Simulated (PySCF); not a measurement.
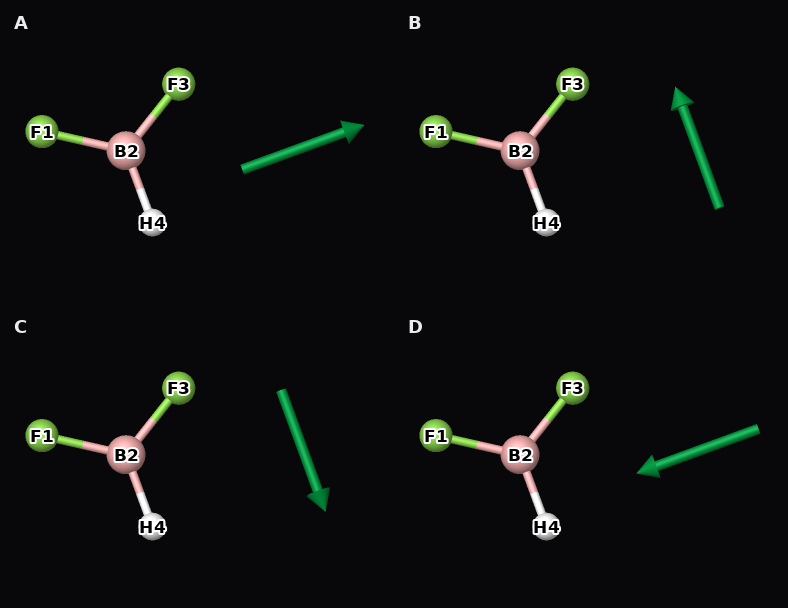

The same molecule four times, each with an arrow. The geometry was computed by an optimisation with GFN2-xTB. No frequency run is at hand to confirm it as a minimum. Level of theory: PBE0/pcSseg-1, gas phase (PySCF 2.14.0).

Which arrow points along the dipole moment, from the negative to the positive end?

Answer. C. The dipole moment is 1.01 D; it points from the side of F1, F3 to the side of H4 (the outermost atoms at the two ends).

The geometry is semi-empirical. Around B such bond lengths and angles can be off by a tenth of an ångström or more and by several degrees, and values that hang on the shape move with them.
